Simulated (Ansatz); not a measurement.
# GeSiH6 (SMILES [SiH3][GeH3]): B3LYP/cc-pVDZ

Aim: the vertical singlet–triplet gap of GeSiH6 at B3LYP/cc-pVDZ, from 2 runs. 

The results are computed with Ansatz 0.2.0.

48 further runs of the same task are left out: 7 that didn't finish, 41 set aside as unsound or not needed. Runs told in other sessions of the task aren't counted.

## (1) The system as given

GeSiH6 has 8 atoms, charge 0, and is taken as a singlet. SMILES: `[SiH3][GeH3]`. The shape is that of a PBE0-D4/def2-TZVP optimisation.

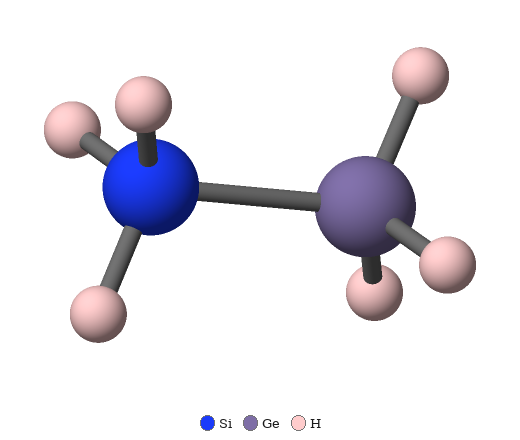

The structure, seen from a chosen angle (silicon blue, germanium purple, hydrogen pink).

## (2) A single-point energy at B3LYP/cc-pVDZ

The input, run.yaml:

```yaml
crystal:
  periodic: [false, false, false]
  atoms:
    - {symbol: Si, position_ang: [-0.516700, 0.386500, -1.010200]}
    - {symbol: Ge, position_ang: [0.529700, -0.393800, 0.977400]}
    - {symbol: H, position_ang: [-1.894900, 0.857200, -0.710900]}
    - {symbol: H, position_ang: [-0.590800, -0.708400, -2.013300]}
    - {symbol: H, position_ang: [0.260800, 1.514500, -1.587400]}
    - {symbol: H, position_ang: [0.619100, 0.733600, 2.019400]}
    - {symbol: H, position_ang: [1.954300, -0.890500, 0.679100]}
    - {symbol: H, position_ang: [-0.269300, -1.556200, 1.590100]}
basis:
  gaussian:
    orbitals: cc-pVDZ
hamiltonian:
  xc: {name: B3LYP}
accuracy: high
output: {orbitals: {seedname: orbitals}}
```

Started as:

```bash
ansatz run run.yaml --threads 1 --pin off --max-ram 3480MiB --events-out events.jsonl --progress --plain --runs-dir runs
```

The log of the run:

```text
Warning: RAYON_NUM_THREADS=1 ignored (pool sized by the plan → 1); use --threads N
Functional definition: B3LYP
  name "B3LYP"
  parameter a0 = 0.2
  parameter ax = 0.72
  parameter ac = 0.81
  exchange = (1 - a0 - ax)*slater_x + ax*b88_x + a0*exact_x
  correlation = (1 - ac)*vwn_rpa_c + ac*lyp_c
1748 factors; integrals over basis functions are off by at most 4.7e-9 eV
mean field evaluation 1: about -64493.8197 eV, gradient 1.1e1 eV
mean field evaluation 2: about -64494.2155 eV, gradient 3.5e0 eV
mean field evaluation 4: about -64494.2587 eV, gradient 1.6e-1 eV
mean field evaluation 8: about -64494.3207 eV, gradient 3.0e-3 eV
mean field evaluation 16: about -64494.3207 eV, gradient 3.0e-7 eV
mean field -64494.32073612 eV, -2370.1225712316 hartree, gradient 2.8e-8 eV, S^2 0.000000; 0 other end points of the search recorded, 0 dependent functions left out
reference -64494.32077860 eV, -2370.1225727927 hartree; 26, 26 occupied and 49, 49 virtual orbitals, 1748 factors
Total energy: -64494.32077860 eV, -2370.1225727927 hartree
```

It took 7.5 s on 1 thread of Arm Neoverse V1, shared host; peak memory 0.24 GiB.

## (3) The triplet at the same level

The input, in.yaml:

```yaml
basis:
  gaussian:
    orbitals: cc-pVDZ
crystal:
  periodic: [false, false, false]
  atoms:
    - {symbol: Si, position_ang: [-0.516700, 0.386500, -1.010200]}
    - {symbol: Ge, position_ang: [0.529700, -0.393800, 0.977400]}
    - {symbol: H, position_ang: [-1.894900, 0.857200, -0.710900]}
    - {symbol: H, position_ang: [-0.590800, -0.708400, -2.013300]}
    - {symbol: H, position_ang: [0.260800, 1.514500, -1.587400]}
    - {symbol: H, position_ang: [0.619100, 0.733600, 2.019400]}
    - {symbol: H, position_ang: [1.954300, -0.890500, 0.679100]}
    - {symbol: H, position_ang: [-0.269300, -1.556200, 1.590100]}
magnetization:
  spin_polarized: true
  initial_magnetization: 2
hamiltonian:
  xc: {name: B3LYP}
output:
  orbitals: {seedname: orbitals}
accuracy: high
```

Started as:

```bash
ansatz run in.yaml --threads 1 --pin off --max-ram 3480MiB --events-out events.jsonl --progress --plain --runs-dir runs
```

The log of the run (excerpt; [...] marks lines left out):

```text
Warning: RAYON_NUM_THREADS=1 ignored (pool sized by the plan → 1); use --threads N
[... 7 set-up lines as earlier in the session ...]
1748 factors; integrals over basis functions are off by at most 4.7e-9 eV
mean field evaluation 1: about -64486.8965 eV, gradient 8.2e0 eV
mean field evaluation 2: about -64487.3079 eV, gradient 4.4e0 eV
mean field evaluation 4: about -64487.4644 eV, gradient 2.4e-1 eV
mean field evaluation 8: about -64487.5372 eV, gradient 3.4e-2 eV
mean field evaluation 16: about -64487.5373 eV, gradient 5.2e-4 eV
mean field evaluation 32: about -64487.5373 eV, gradient 1.7e-6 eV
mean field evaluation 64: about -64487.5202 eV, gradient 1.0e0 eV
mean field -64487.53730980 eV, -2369.8732849124 hartree, gradient 7.5e-8 eV, S^2 2.002551; 8 other end points of the search recorded, 0 dependent functions left out
reference -64487.53735355 eV, -2369.8732865202 hartree; 27, 25 occupied and 48, 50 virtual orbitals, 1748 factors
Total energy: -64487.53735355 eV, -2369.8732865202 hartree
```

Run time: 43 s. Hardware: 1 thread of Arm Neoverse V1, shared host; peak memory 0.36 GiB.

## (4) Summary of results

Level: B3LYP/cc-pVDZ.

| quantity | value |
| --- | --- |
| singlet: total energy | -2370.12257 Eh |
| singlet: HOMO energy | -8.03 eV |
| singlet: LUMO energy | 0.44 eV |
| singlet: HOMO–LUMO gap | 8.47 eV |
| triplet: total energy | -2369.87329 Eh |
| triplet: HOMO energy (highest over α and β) | -1.62 eV |
| triplet: ⟨S²⟩ | 2.003 |
| vertical energy of the triplet above the singlet | 6.783 eV |

**Reading.** At this shape the triplet lies 6.78 eV (156 kcal/mol) above the singlet.
